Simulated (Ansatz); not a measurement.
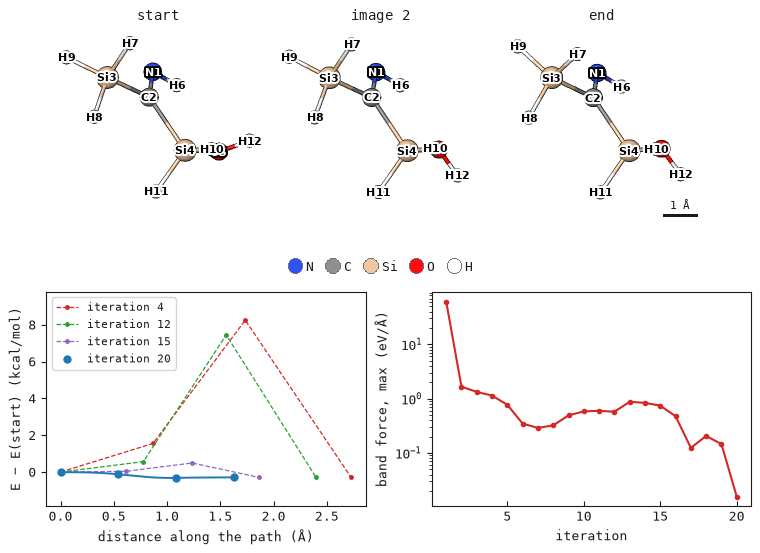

A search for the minimum-energy path of CH7NOSi2 by the nudged elastic band. Images are numbered from 0 (start) to 3 (end). The plot follows the band through its iterations. Style: ball-and-stick. Shown from a free direction.

The calculation used Ansatz 0.2.0, RKS r2SCAN/def2-SVP. Run with 2 movable images; no climbing image; force threshold 0.03 eV/Å; iteration limit 60; starting path through a guess of the saddle point.

How did the profile develop, and is the result final?

The run is converged, with reservations. The band converged in 20 iterations. The largest component of the band force went from 62 to 0.016 eV/Å. So few images resolve the path coarsely. The first iteration put the highest image at 193.57 kcal/mol. No barrier shows: the energy is highest at the start, and the end lies 0.29 kcal/mol below the start.
